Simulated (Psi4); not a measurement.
**B3LYP/def2-SVPD run of BH2ClO (SMILES OBCl)**

Aim: the vertical singlet–triplet gap of BH2ClO at B3LYP/def2-SVPD, from 2 runs. 

The results are computed with Psi4 1.11.

2 further runs of the same task are left out: 2 that didn't finish.

### Step 1. The structure to begin with

The species is BH2ClO (5 atoms), meant as a singlet with charge 0. As SMILES, `OBCl`. The coordinates come from a PBE0-D4/def2-TZVP relaxation. This is one conformer, not always the lowest.

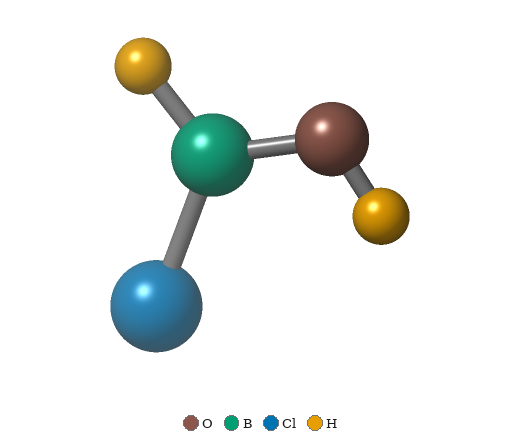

The structure, seen from a chosen angle (oxygen brown, boron teal, chlorine blue, hydrogen amber).

### Step 2. A single-point energy at B3LYP/def2-SVPD

The input, run.py:

```python
import psi4

psi4.set_memory(1600000000)
psi4.set_num_threads(1)
psi4.core.set_output_file('bclh2o.out', False)

m = psi4.geometry("""
0 1
O     -1.63140056    -1.16898458    -0.00548021
B      0.71620620    -0.25927042     0.26059323
Cl     1.49023802     2.82703028    -0.74700874
H     -2.79244829     0.00226767    -0.77422079
H      2.31170197    -1.54031576     1.18788184
units au
symmetry c1
no_reorient
no_com
""")

psi4.set_options({
    'puream': True,
    'e_convergence': 1e-09,
    'd_convergence': 1e-08,
    'scf_type': 'pk',
    'dft_radial_points': 99,
    'dft_spherical_points': 590,
})

e_tot, wfn = psi4.energy("b3lyp/def2-SVPD", return_wfn=True)
print(f'total energy {e_tot:.8f} hartree = {e_tot * 27.211386:.5f} eV')
```

Command:

```bash
python run.py
```

bclh2o.out, cut to the lines that bear on the results:

```text
[...]
  Running in c1 symmetry.
[...]
  Nuclear repulsion =   84.721670250700868
[...]
  Multiplicity = 1
[...]
  Nalpha       = 16
  Nbeta        = 16
[...]
    Number of basis functions: 86
[...]
   @RKS iter   1:  -561.19639900150230   -1.93694e-01   7.81612e-03 ADIIS/DIIS
[...]
   @RKS iter  11:  -561.38102262978407   -1.93268e-12   3.49322e-09 DIIS
[...]
    Orbital Energies [Eh]
    ---------------------
    Doubly Occupied:
       1A   -101.523204     2A    -19.190529     3A     -9.475467
       4A     -7.241538     5A     -7.236867     6A     -7.235395
       7A     -6.839099     8A     -1.055654     9A     -0.846230
      10A     -0.602158    11A     -0.484548    12A     -0.450738
      13A     -0.413327    14A     -0.367408    15A     -0.344429
      16A     -0.329822
[...]
  @RKS Final Energy:  -561.38102262978407
   => Energetics <=
    Nuclear Repulsion Energy =             84.7216702507008677
    One-Electron Energy =                -940.9738595910887398
    Two-Electron Energy =                 328.4656191348100833
    DFT Exchange-Correlation Energy =     -33.5944524242063594
    Empirical Dispersion Energy =           0.0000000000000000
    VV10 Nonlocal Energy =                  0.0000000000000000
    Total Energy =                       -561.3810226297841837
[...]
 Multipole Moments:
 ------------------------------------------------------------------------------------
     Multipole            Electronic (a.u.)      Nuclear  (a.u.)        Total (a.u.)
 ------------------------------------------------------------------------------------
 L = 1.  Multiply by 2.5417464519 to convert [e a0] to [Debye]
 Dipole X            :        -15.7752448           15.3831265           -0.3921182
 Dipole Y            :        -35.8070741           35.8732379            0.0661639
 Dipole Z            :         10.8962408          -11.0263631           -0.1301222
 Magnitude           :                                                    0.4184091
[...]
```

On the terminal:

```text
total energy -561.38102263 hartree = -15275.95570 eV
```

Wall time 7.8 s (1 thread of Intel Xeon 6975P-C (Granite Rapids), shared host); peak memory 0.97 GiB.

### Step 3. The triplet, same level

The input, bclh2o_ase.py:

```python
import numpy as np
from ase.calculators.psi4 import Psi4
from ase import Atoms

mol = Atoms(['O', 'B', 'Cl', 'H', 'H'], positions=[
    [-0.863300, -0.618600, -0.002900],
    [0.379000, -0.137200, 0.137900],
    [0.788600, 1.496000, -0.395300],
    [-1.477700, 0.001200, -0.409700],
    [1.223300, -0.815100, 0.628600],
])
calc = Psi4(atoms=mol, method='b3lyp', basis='def2-SVPD', memory='1600MB', num_threads=1, charge=0, multiplicity=3, label='calc', reference='uks')
calc.psi4.set_options({'puream': True, 'e_convergence': 1e-09, 'd_convergence': 1e-08, 'scf_type': 'pk', 'dft_radial_points': 99, 'dft_spherical_points': 590, 'maxiter': 200})
mol.calc = calc

print(f'energy: {mol.get_potential_energy():.6f} eV')
```

Command:

```bash
python bclh2o_ase.py
```

calc.dat, cut to the lines that bear on the results:

```text
[...]
  Running in c1 symmetry.
[...]
  Nuclear repulsion =   84.721670096920292
[...]
  Multiplicity = 3
[...]
  Nalpha       = 17
  Nbeta        = 15
[...]
    Number of basis functions: 86
[...]
   @UKS iter   1:  -560.79407958181389    2.08626e-01   9.50814e-03 DIIS/ADIIS
[...]
   @UKS iter  17:  -561.13229293974393   -4.77485e-12   5.69681e-09 DIIS
[...]
   @S^2 Observed:                2.004942029E+00
[...]
    Orbital Energies [Eh]
    ---------------------
    Alpha Occupied:
       1A   -101.599305     2A    -19.147484     3A     -9.547524
       4A     -7.319916     5A     -7.309119     6A     -7.304974
       7A     -6.788009     8A     -1.021318     9A     -0.904306
      10A     -0.585434    11A     -0.513191    12A     -0.468212
      13A     -0.416196    14A     -0.408535    15A     -0.368426
      16A     -0.362209    17A     -0.099193
    Alpha Virtual:
      18A     -0.004840    19A      0.022973    20A      0.034669
      21A      0.062994    22A      0.073209    23A      0.082707
      24A      0.086731    25A      0.115419    26A      0.125453
[...]
  @UKS Final Energy:  -561.13229293974393
   => Energetics <=
    Nuclear Repulsion Energy =             84.7216700969202918
    One-Electron Energy =                -940.1975112773793626
    Two-Electron Energy =                 327.9039867108056114
    DFT Exchange-Correlation Energy =     -33.5604384700905172
    Empirical Dispersion Energy =           0.0000000000000000
    VV10 Nonlocal Energy =                  0.0000000000000000
    Total Energy =                       -561.1322929397439339
[...]
 Multipole Moments:
 ------------------------------------------------------------------------------------
     Multipole            Electronic (a.u.)      Nuclear  (a.u.)        Total (a.u.)
 ------------------------------------------------------------------------------------
 L = 1.  Multiply by 2.5417464519 to convert [e a0] to [Debye]
 Dipole X            :          1.3100939           -1.3289311           -0.0188372
 Dipole Y            :          2.7322835           -2.0113007            0.7209828
 Dipole Z            :         -0.7260334            0.4375798           -0.2884536
 Magnitude           :                                                    0.7767731
[...]
```

Standard output:

```text
energy: -15269.187434 eV
```

It took 17 s on 1 thread of Intel Xeon 6975P-C (Granite Rapids), shared host; peak memory 0.98 GiB.

### Step 4. What came out

At B3LYP/def2-SVPD:

```
                                        quantity          value
                           singlet: total energy  -561.38102 Eh
                          singlet: dipole moment         1.06 D
                            singlet: HOMO energy       -8.97 eV
                            singlet: LUMO energy       -0.75 eV
                          singlet: HOMO–LUMO gap        8.23 eV
                           triplet: total energy  -561.13229 Eh
                          triplet: dipole moment         1.97 D
     triplet: HOMO energy (highest over α and β)       -2.70 eV
                                   triplet: ⟨S²⟩          2.005
vertical energy of the triplet above the singlet       6.768 eV
```

At this shape the triplet lies 6.77 eV (156 kcal/mol) above the singlet.
